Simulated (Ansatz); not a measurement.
# WO: magnetic order and moments

Aim, for WO: find which magnetic order is lowest.

Program: Ansatz 0.2.0. Level of theory: DFT PBEsol, scalar-relativistic, plane waves, PAW for the base; runs at other levels say so in their headings and inputs. These are calculated values, not measurements.

3 further runs of the same task are left out: 1 for a known fault of the program, 2 set aside as unsound or not needed. Runs told in other sessions of the task aren't counted.

### Step 1. Starting point

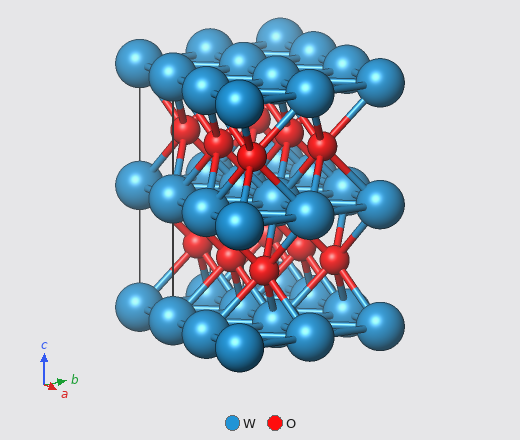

Start, viewed slightly off an axis; tungsten blue, oxygen red. 3×2×1 cells are drawn. Atoms on the faces are drawn again on the opposite ones.

Coordinates:

```cif
data_structure
_symmetry_space_group_name_H-M 'P 1'
_symmetry_Int_Tables_number 1
_cell_length_a 2.7508
_cell_length_b 2.7508
_cell_length_c 6.3951
_cell_angle_alpha 90.000
_cell_angle_beta 90.000
_cell_angle_gamma 120.000
_cell_volume 41.91
loop_
_atom_site_label
_atom_site_type_symbol
_atom_site_fract_x
_atom_site_fract_y
_atom_site_fract_z
_atom_site_occupancy
W1 W 0.00000 0.00000 0.00000 1
W2 W 0.00000 0.00000 0.50000 1
O1 O 0.33333 0.66667 0.25000 1
O2 O 0.66667 0.33333 0.75000 1
```

It is the result of an earlier relaxation at this level (volume 10.48 Å³/atom; gap on the mesh: none (metal)).

This is a hypothetical structure, made by putting the elements on a prototype's sites.

### Step 2. Magnetic start: large parallel starting moments

The input, input.yaml:

```yaml
crystal:
  lattice:
    - [2.7507522835, 0.0, 0.0]
    - [-1.3753761418, 2.382221357, 0.0]
    - [0.0, 0.0, 6.3951040927]
  atoms:
    - { symbol: W, position: [0.0, 0.0, 0.0], spin: 2.5 }
    - { symbol: W, position: [0.0, 0.0, 0.5], spin: 2.5 }
    - { symbol: O, position: [0.3333333333, 0.6666666667, 0.25] }
    - { symbol: O, position: [0.6666666667, 0.3333333333, 0.75] }
basis:
  ecutwfc: 420
kpoints:
  mp_grid: { grid: [18, 18, 8] }
hamiltonian:
  xc: pbesol
scf:
  occupations: { method: gaussian, width: 0.1 }
  lower_state_search: "off"
output:
  forces: true
  stress: true
  eigenvalues: true
  populations: true
magnetization:
  spin_polarized: true
```

Run with:

```bash
ansatz run input.yaml --threads 1 --pin off --max-ram 2560MiB --backend cpu --events-out ev --progress --plain --runs-dir out
```

The program printed, cut to the lines that bear on the results:

```text
Warning: RAYON_NUM_THREADS=1 ignored (pool sized by the plan → 1); use --threads N
[...]
Pseudopotentials: kind: paw
Pseudopotential: W, paw, valence charge 14, recommended cutoff 420 eV (normal), W.paw.azcp
Pseudopotential: O, paw, valence charge 6, recommended cutoff 420 eV (normal), O.paw.azcp
Functional definition: PBEsol
[...]
Crystal: 4 atoms, lattice volume = 41.906 Å³
Basis set: ecut = 420 eV, 819 PW (Γ), exchange–correlation on 40×40×90 points (8 copies of the dense FFT grid, shifted against one another)
Bands: 27, of which v1, the nominal top of the filled ones, is band 20 counted from 1 (19 counted from 0)
Symmetry: 24 space group operations
Space group: P63/mmc (ITA 194), of the structure as read, at distance tolerance 3.5e-5 Å
Magnetic group: BNS 194.263 (UNI 1493), of the structure as read, at distance tolerance 3.5e-5 Å
k-points: 185 of 2592
[...]
Starting moments: Σ|m| = 5 μB on 2 of 4 sites
[...]
SCF iter   1: F=—  HF=-21631.685937 eV  |F-HF|=—  |Δ(HF+E_count)|=         —  Δρ=1.12e-1 (↑1.00e-1 ↓1.12e-1)  dr2=4.17e0  dr2_m=3.51e0  M=1.019 μB ∫|m|=1.230 μB  β_m=0.30  ethr=3.10e-3  ⟨swp⟩=5.4  Hψ=44147  notcnv=0
[...]
spin=Collinear: Kerker preconditioning applied to the charge; magnetization (m = ρ↑ − ρ↓) channel mixes plain (no charge-response kernel on spin).
[...]
spin-set hold released at iteration 7 (site moments contracting): the magnetisation degrees of freedom join the quasi-Newton model from the next iteration; the mixer history was flushed
[...]
SCF iter  15: F=-21631.630205 eV  HF=-21631.630205 eV  |F-HF|=3.64e-12  |Δ(HF+E_count)|=  1.09e-10  Δρ=6.77e-8 (↑6.77e-8 ↓6.27e-8)  dr2=5.98e-12  dr2_m=4.49e-13  M=0.000 μB ∫|m|=0.000 μB  ethr=1.00e-12  ⟨swp⟩=1.0  Hψ=25562  notcnv=0
WARN: the starting moments were not kept: the SCF closed with an absolute magnetisation of 8.5e-7 μB, where they sum to 5 μB in size (2 sites). That is at most 0.1 of that sum. Measured as dr2_m measures the in/out step, that magnetisation stands 8.8e-14 eV from none, at or under the [...]
SCF converged after 15 iterations
Magnetization: 0.0000 μB (20.0000 up, 20.0000 down)
Absolute magnetization: 0.0000 μB (∫|ρ↑−ρ↓|, with the PAW one-centre terms)
Spin contamination: 0.0000 ħ² per cell (⟨S²⟩ above its minimum at these occupations)
Per-site moments (μB) at R_I (Å): [(8.651830616702961e-8, 0.9295719744540974), (8.65183060991436e-8, 0.9295719744540976), (-9.300768468247783e-8, 0.9295719744540976), (-9.300768466932189e-8, 0.9295719744540974)]
Free energy (F): -21631.630205 eV
[...]
E sigma→0 (E₀):  -21631.623841 eV
Entropy (-TS):   -0.012729 eV (-3.182 meV/atom)
Fermi energy:    21.958130 eV
[...]
--- Forces (eV/Å), atoms counted from 1 ---
  atom   1  W      0.00000000     0.00000000    -0.00000000
  atom   2  W     -0.00000000     0.00000000     0.00000000
  atom   3  O      0.00000000     0.00000000     0.00000000
  atom   4  O     -0.00000000     0.00000000     0.00000000
[...]
--- Stress (GPa, compression-positive) ---
       -0.005917       0.000000       0.000000
       -0.000000      -0.005917       0.000000
        0.000000       0.000000       0.011864
  P = ⅓ Tr σ = 0.0000 GPa (0.000 kbar)
--- Band table (eV; the first three rows and the last of 370) ---
[... band rows left out ...]
[...]
--- Löwdin populations: 4 sites ---
  site symbol       q [e]    m [muB]
     0      W     13.3156     0.0000
     1      W     13.3156     0.0000
     2      O      6.5902    -0.0000
     3      O      6.5902    -0.0000
  spilling = 0.004711 (of n_electrons = 40.000000)
```

Wall time 14 s (1 thread of AMD EPYC 9R45 (Zen 5), shared host); peak memory 0.58 GiB.

Read-out: -5407.9060 eV/atom at zero smearing, pressure 0.00 GPa and no gap on the mesh. The moments have vanished. The log warns that the starting moments were lost.

### Step 3. Magnetic start: antiferromagnetic in the cell, signs +-

input.yaml: that of step 2 with these lines changed.

```diff
@@ -6,4 +6,4 @@
   atoms:
-    - { symbol: W, position: [0.0, 0.0, 0.0], spin: 2.5 }
-    - { symbol: W, position: [0.0, 0.0, 0.5], spin: 2.5 }
+    - { symbol: W, position: [0.0, 0.0, 0.0], spin: 1.0 }
+    - { symbol: W, position: [0.0, 0.0, 0.5], spin: -1.0 }
     - { symbol: O, position: [0.3333333333, 0.6666666667, 0.25] }
```

Run with:

```bash
ansatz run input.yaml --threads 1 --pin off --max-ram 2560MiB --backend cpu --events-out ev --progress --plain --runs-dir out
```

The program printed, cut to the lines that bear on the results:

```text
Warning: RAYON_NUM_THREADS=1 ignored (pool sized by the plan → 1); use --threads N
[...]
[... 4 set-up lines as earlier in the session ...]
[...]
Crystal: 4 atoms, lattice volume = 41.906 Å³
Basis set: ecut = 420 eV, 819 PW (Γ), exchange–correlation on 40×40×90 points (8 copies of the dense FFT grid, shifted against one another)
Bands: 26, of which v1, the nominal top of the filled ones, is band 20 counted from 1 (19 counted from 0)
Symmetry: 12 space group operations
Space group: P-3m1 (ITA 164), of the structure as read, at distance tolerance 3.5e-5 Å
Magnetic group: BNS 194.269 (UNI 1499), of the structure as read, at distance tolerance 3.5e-5 Å
k-points: 266 of 2592
[...]
Starting moments: Σ|m| = 2 μB on 2 of 4 sites
[...]
WARN: the starting moments were not kept: the SCF closed with an absolute magnetisation of 3.7e-6 μB, where they sum to 2 μB in size (2 sites). That is at most 0.1 of that sum. Measured as dr2_m measures the in/out step, that magnetisation stands 2.3e-12 eV from none, at or under the [...]
Per-site moments (μB) at R_I (Å): [(-9.716668611965907e-7, 0.9295719744540974), (9.734970610318011e-7, 0.9295719744540976), (-1.8695739979436333e-10, 0.9295719744540976), (-1.8695735927665467e-10, 0.9295719744540974)]
Free energy (F): -21631.630205 eV
[...]
E sigma→0 (E₀):  -21631.623841 eV
Entropy (-TS):   -0.012729 eV (-3.182 meV/atom)
Fermi energy:    21.958128 eV
[...]
--- Forces (eV/Å), atoms counted from 1 ---
  atom   1  W      0.00000000    -0.00000000     0.00000000
  atom   2  W      0.00000000     0.00000000     0.00000000
  atom   3  O      0.00000000     0.00000000     0.00000010
  atom   4  O     -0.00000000    -0.00000000    -0.00000010
[...]
--- Stress (GPa, compression-positive) ---
       -0.005963       0.000000       0.000000
       -0.000000      -0.005963       0.000000
        0.000000       0.000000       0.011880
  P = ⅓ Tr σ = -0.0000 GPa (-0.000 kbar)
--- Band table (eV; the first three rows and the last of 532) ---
[... band rows left out ...]
[...]
--- Löwdin populations: 4 sites ---
  site symbol       q [e]    m [muB]
     0      W     13.3156    -0.0000
     1      W     13.3156     0.0000
     2      O      6.5902    -0.0000
     3      O      6.5902    -0.0000
  spilling = 0.004711 (of n_electrons = 40.000000)
```

Run time: 20 s. Hardware: 1 thread of AMD EPYC 9R45 (Zen 5), shared host; peak memory 0.69 GiB.

This run gives -5407.9060 eV/atom at zero smearing, pressure 0.00 GPa and no gap on the mesh. The moments have vanished. The log warns that the starting moments were lost.

### Step 4. The magnetic starts in order of energy

All runs keep the base geometry. Signs run over the atoms with starting moments. Energies are extrapolated to zero smearing. Site moments are spin moments in atom-centred spheres that scale with the neighbour distance.

```csv
start,ends,energy above the lowest (meV/atom),site moments (μB),gap on the mesh (eV),pressure (GPa),CPU time
no spin,non-magnetic (imposed),0.00,none,metal,0.0,28 s
large parallel starting moments,non-magnetic,0.00,none over 0.05,metal,0.0,14 s
"antiferromagnetic in the cell, signs +-",non-magnetic,0.00,none over 0.05,metal,0.0,20 s
```

### Step 5. Magnetic start with U = 3 eV: large parallel starting moments

The input, input.yaml:

```yaml
crystal:
  lattice:
    - [2.7507522835, 0.0, 0.0]
    - [-1.3753761418, 2.382221357, 0.0]
    - [0.0, 0.0, 6.3951040927]
  atoms:
    - { symbol: W, position: [0.0, 0.0, 0.0], spin: 2.5 }
    - { symbol: W, position: [0.0, 0.0, 0.5], spin: 2.5 }
    - { symbol: O, position: [0.3333333333, 0.6666666667, 0.25] }
    - { symbol: O, position: [0.6666666667, 0.3333333333, 0.75] }
basis:
  ecutwfc: 420
kpoints:
  mp_grid: { grid: [18, 18, 8] }
hamiltonian:
  xc: pbesol
  hubbard: { sites: [{ species: W, l: d, u_eff: 3.0 }] }
scf:
  occupations: { method: gaussian, width: 0.05 }
output:
  forces: true
  stress: true
  eigenvalues: true
  populations: true
magnetization:
  spin_polarized: true
```

Run with:

```bash
ansatz run input.yaml --threads 1 --pin off --max-ram 2560MiB --backend cpu --events-out ev --progress --plain --runs-dir out
```

The program printed, cut to the lines that bear on the results:

```text
Warning: RAYON_NUM_THREADS=1 ignored (pool sized by the plan → 1); use --threads N
W: projections on atomic orbitals take those of the free atom [Kr 4d10 4f14] 5s2 5p6 5d4 6s2, of charge +0.00 (hamiltonian.pseudopotentials.projection_atoms); the dataset's partial waves leave at most 6.5e-5 of an orbital's norm unspanned inside its sphere
O: projections on atomic orbitals take those of the free atom [He] 2s2 2p4, of charge +0.00 (hamiltonian.pseudopotentials.projection_atoms); the dataset's partial waves leave at most 1.9e-8 of an orbital's norm unspanned inside its sphere
[...]
[... 4 set-up lines as earlier in the session ...]
[...]
Crystal: 4 atoms, lattice volume = 41.906 Å³
Basis set: ecut = 420 eV, 819 PW (Γ), exchange–correlation on 40×40×90 points (8 copies of the dense FFT grid, shifted against one another)
[...]
WARN: the starting moments were not kept: the SCF closed with an absolute magnetisation of 9.3e-6 μB, where they sum to 5 μB in size (2 sites). That is at most 0.1 of that sum. Measured as dr2_m measures the in/out step, that magnetisation stands 1.5e-11 eV from none, at or under the [...]
Per-site moments (μB) at R_I (Å): [(-8.547174139802634e-7, 0.9295719744540974), (-8.547174140357074e-7, 0.9295719744540976), (1.9783705851658684e-7, 0.9295719744540976), (1.9783705869954722e-7, 0.9295719744540974)]
Free energy (F): -21625.196123 eV
[...]
E sigma→0 (E₀):  -21625.195730 eV
Entropy (-TS):   -0.000785 eV (-0.196 meV/atom)
Fermi energy:    22.042315 eV
[...]
--- Forces (eV/Å), atoms counted from 1 ---
  atom   1  W     -0.00000000    -0.00000000     0.00000000
  atom   2  W     -0.00000000     0.00000000     0.00000000
  atom   3  O     -0.00000000     0.00000000     0.00000000
  atom   4  O      0.00000000     0.00000000     0.00000000
[...]
--- Stress (GPa, compression-positive) ---
        4.410763       0.000000       0.000000
       -0.000000       4.410763       0.000000
        0.000000       0.000000      -9.768608
  P = ⅓ Tr σ = -0.3157 GPa (-3.157 kbar)
--- Band table (eV; the first three rows and the last of 370) ---
[... band rows left out ...]
[...]
Occupation matrices written to <dir>
--- Löwdin populations: 4 sites ---
  site symbol       q [e]    m [muB]
     0      W     13.2927    -0.0000
     1      W     13.2927    -0.0000
     2      O      6.6129     0.0000
     3      O      6.6129     0.0000
  spilling = 0.004721 (of n_electrons = 40.000000)
```

Run time: 1.8 min. Hardware: 1 thread of AMD EPYC 9R45 (Zen 5), shared host; peak memory 2.1 GiB.

This run gives -5406.2989 eV/atom at zero smearing, pressure -0.32 GPa and no gap on the mesh. The moments have vanished. The log warns that the count of filled bands differs between k-points; that the starting moments were lost.

### Step 6. Start: large parallel starting moments, with U = 5 eV

input.yaml: that of step 5 with these lines changed.

```diff
@@ -16,3 +16,3 @@
   xc: pbesol
-  hubbard: { sites: [{ species: W, l: d, u_eff: 3.0 }] }
+  hubbard: { sites: [{ species: W, l: d, u_eff: 5.0 }] }
 scf:
```

Run with:

```bash
ansatz run input.yaml --threads 1 --pin off --max-ram 2560MiB --backend cpu --events-out ev --progress --plain --runs-dir out
```

The program printed, cut to the lines that bear on the results:

```text
Warning: RAYON_NUM_THREADS=1 ignored (pool sized by the plan → 1); use --threads N
W: projections on atomic orbitals take those of the free atom [Kr 4d10 4f14] 5s2 5p6 5d4 6s2, of charge +0.00 (hamiltonian.pseudopotentials.projection_atoms); the dataset's partial waves leave at most 6.5e-5 of an orbital's norm unspanned inside its sphere
O: projections on atomic orbitals take those of the free atom [He] 2s2 2p4, of charge +0.00 (hamiltonian.pseudopotentials.projection_atoms); the dataset's partial waves leave at most 1.9e-8 of an orbital's norm unspanned inside its sphere
[...]
[... 4 set-up lines as earlier in the session ...]
[...]
Crystal: 4 atoms, lattice volume = 41.906 Å³
Basis set: ecut = 420 eV, 819 PW (Γ), exchange–correlation on 40×40×90 points (8 copies of the dense FFT grid, shifted against one another)
[...]
WARN: the starting moments were not kept: the SCF closed with an absolute magnetisation of 8.1e-6 μB, where they sum to 5 μB in size (2 sites). That is at most 0.1 of that sum. Measured as dr2_m measures the in/out step, that magnetisation stands 1.0e-11 eV from none, at or under the [...]
Per-site moments (μB) at R_I (Å): [(-1.774899513418527e-7, 0.9295719744540974), (-1.7748995138118626e-7, 0.9295719744540976), (6.1597722465951e-7, 0.9295719744540976), (6.159772245603904e-7, 0.9295719744540974)]
Free energy (F): -21621.187242 eV
[...]
E sigma→0 (E₀):  -21621.186523 eV
Entropy (-TS):   -0.001439 eV (-0.360 meV/atom)
Fermi energy:    21.847546 eV
[...]
--- Forces (eV/Å), atoms counted from 1 ---
  atom   1  W      0.00000000     0.00000000     0.00000000
  atom   2  W     -0.00000000     0.00000000     0.00000000
  atom   3  O      0.00000000     0.00000000     0.00000000
  atom   4  O     -0.00000000    -0.00000000     0.00000000
[...]
--- Stress (GPa, compression-positive) ---
        6.238135      -0.000000       0.000000
       -0.000000       6.238135       0.000000
        0.000000       0.000000      -7.731826
  P = ⅓ Tr σ = 1.5815 GPa (15.815 kbar)
--- Band table (eV; the first three rows and the last of 370) ---
[... band rows left out ...]
[...]
Occupation matrices written to <dir>
--- Löwdin populations: 4 sites ---
  site symbol       q [e]    m [muB]
     0      W     13.2679    -0.0000
     1      W     13.2679    -0.0000
     2      O      6.6374     0.0000
     3      O      6.6374     0.0000
  spilling = 0.004735 (of n_electrons = 40.000000)
```

Wall time 2.6 min (1 thread of AMD EPYC 9R45 (Zen 5), shared host); peak memory 2.1 GiB.

Read-out: -5405.2966 eV/atom at zero smearing, pressure 1.58 GPa and no gap on the mesh. The moments have vanished. The log warns that the count of filled bands differs between k-points; that the starting moments were lost.

### Step 7. Outcome

```
                                     quantity                                                value
                               magnetic state            non-magnetic from all starts in the table
large parallel starting moments with U = 3 eV  pressure -0.3 GPa, no gap on the mesh, moments lost
large parallel starting moments with U = 5 eV   pressure 1.6 GPa, no gap on the mesh, moments lost
```

All starts in the table end without moments: as far as tried, the cell is non-magnetic at this level. The runs treat W without spin-orbit coupling.
